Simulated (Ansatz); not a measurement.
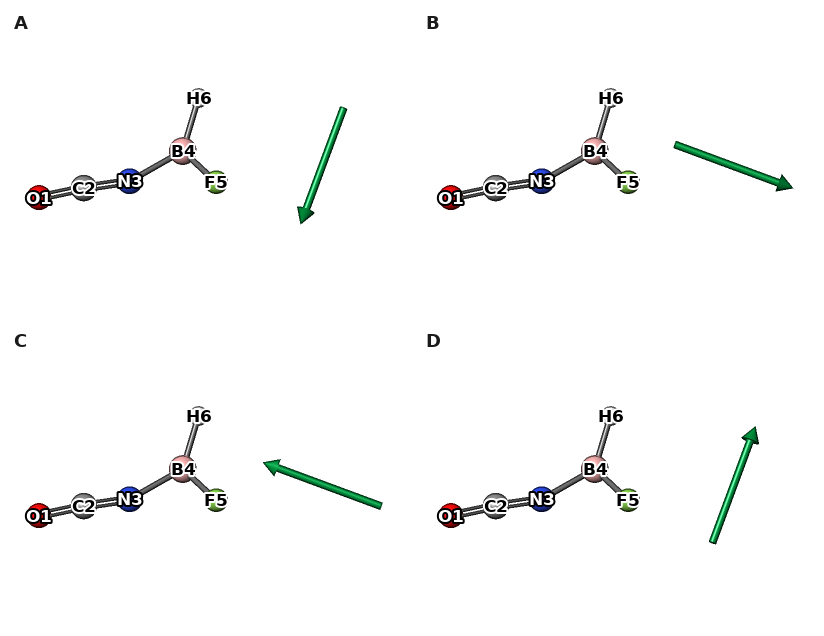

The same molecule four times, each with an arrow. Computed geometry: PBE-D4/def2-SVP optimisation. No frequency run is at hand to confirm it as a minimum. Method: RKS PBE-D4/def2-SVP (Ansatz 0.2.0).

> Which arrow points along the dipole moment, from the negative to the positive end?

D. The dipole moment is 0.66 D; it points from the side of O1 to the side of H6 (the outermost atoms at the two ends).
